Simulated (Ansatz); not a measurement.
# C2H5Al: what the fields show

Input file:

```
crystal:
  periodic: [false, false, false]
  atoms:
    - {symbol: Al, position_ang: [-0.852424, -0.546526, -1.082960]}
    - {symbol: H, position_ang: [-0.349315, 0.204161, 1.739283]}
    - {symbol: H, position_ang: [-0.804896, -0.833406, -2.643840]}
    - {symbol: H, position_ang: [-2.145329, -0.885532, -0.224392]}
    - {symbol: C, position_ang: [0.648407, 0.228146, -0.132584]}
    - {symbol: C, position_ang: [0.553430, 0.448829, 1.182432]}
    - {symbol: H, position_ang: [1.589224, 0.503469, -0.609437]}
    - {symbol: H, position_ang: [1.360904, 0.880959, 1.771599]}
basis:
  gaussian: {orbitals: def2-TZVPP}
hamiltonian: {xc: pbe0, dispersion: d4}
output: {orbitals: {seedname: orbitals}}
```

Command:

```sh
ansatz run in.yaml --threads 2 --pin off --events-out ev --progress --plain --max-ram 4352MiB
```

The product side of a reaction path; geometry: PBE0-D4/def2-TZVP.

The calculation used RKS PBE0-D4/def2-TZVPP in Ansatz.

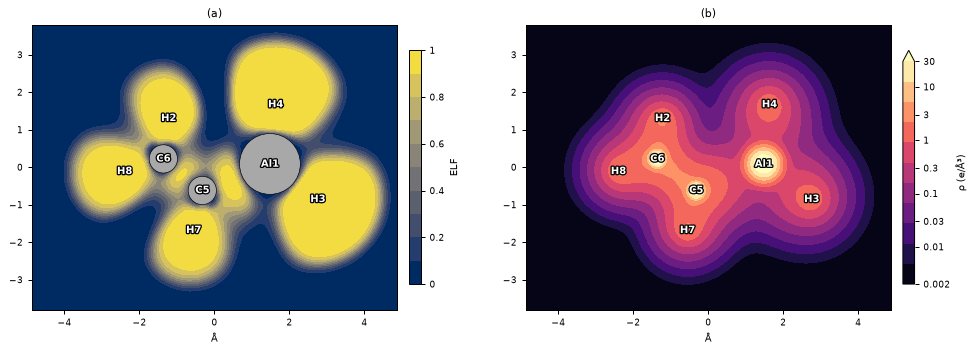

Figure 1. (a) electron localisation function; (b) electron density on the molecular plane. Grey discs cover the atomic cores in the ELF map.

Question: Describe what can be read from this map.

Answer: The section cuts through Al, H and C sites. C–C (1.34 Å): ρ at the midpoint is about 2.3 e/Å³; the ELF peaks at about 0.95 between the atoms: a multiple bond. C–Al (1.94 Å): ρ at the midpoint is about 0.74 e/Å³; the ELF peaks at about 0.95 between the atoms (a polar covalent bond). C–H (1.09 Å): the density is about 2 e/Å³ at the midpoint; the ELF climbs to about 1 towards the hydrogen, as it does in any bond to H (an ordinary covalent bond to hydrogen). Al–H (1.59 Å): ρ at the midpoint is about 0.55 e/Å³; the ELF climbs to about 1 towards the hydrogen.

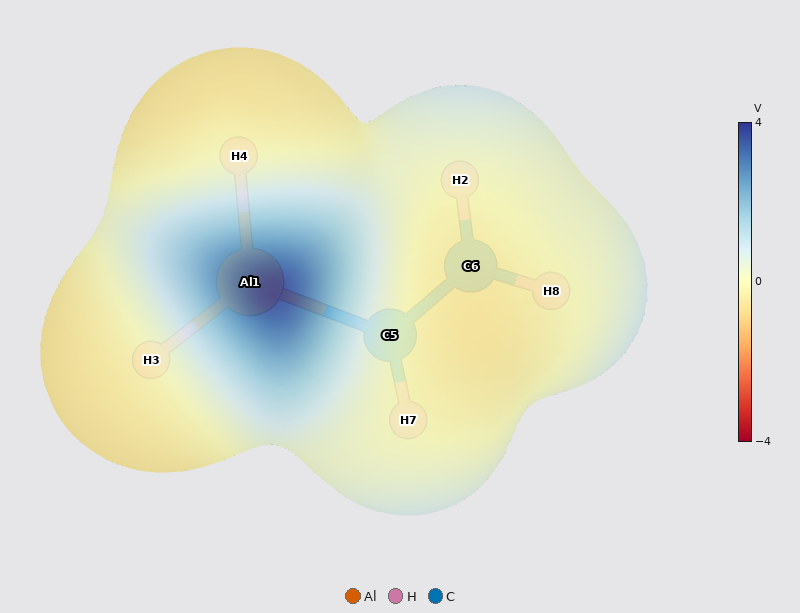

Figure 2. The molecular electrostatic potential painted on the density surface at 0.002 e/bohr³, seen at a tilt; the colour scale runs from red (negative) to blue (positive).

Question: Describe the electrostatic potential map.

Answer: The most negative region (about −0.5 V) lies over H3, H4, C5 and C6, the most positive (about +3.6 V) over Al1.

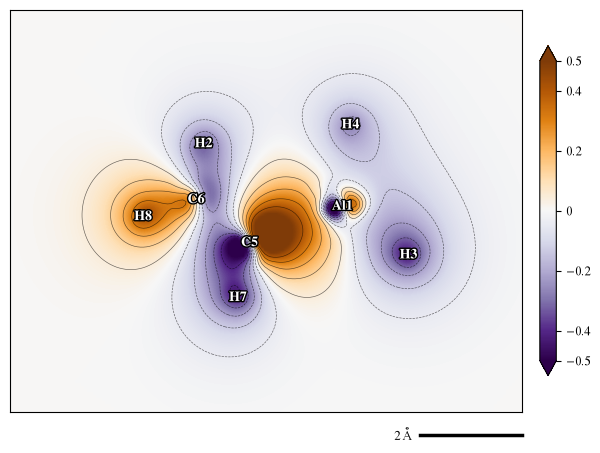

Figure 3. The HOMO on the molecular plane (values in Å⁻³ᐟ²; the overall sign is arbitrary).

Question: What is the character of this orbital?

Answer: By Hirshfeld shares it lies mainly on C5 (about 35 %), Al1 (about 20 %), C6 (about 10 %), H3 (about 10 %), H7 (about 5 %) and H8 (about 5 %); it is symmetric in the molecular plane (an in-plane orbital: σ, lone-pair or in-plane π type). Its energy is −8.10 eV.

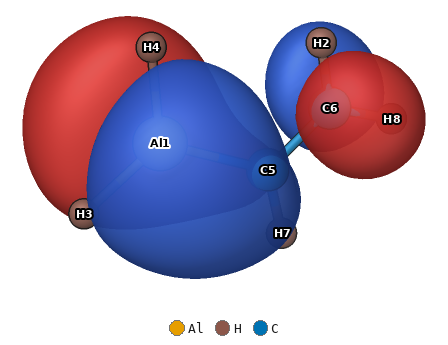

Figure 4. The LUMO at ±0.08 Å⁻³ᐟ² (red and blue are the two phases), seen at an oblique angle.

Question: Describe this orbital and give its energy.

Answer: Its weight (Hirshfeld) is mainly on Al1 (about 60 %), C6 (about 15 %) and C5 (about 10 %); it changes sign across the molecular plane (π type); π-antibonding (a node) across C5–C6. Its energy is −1.66 eV.
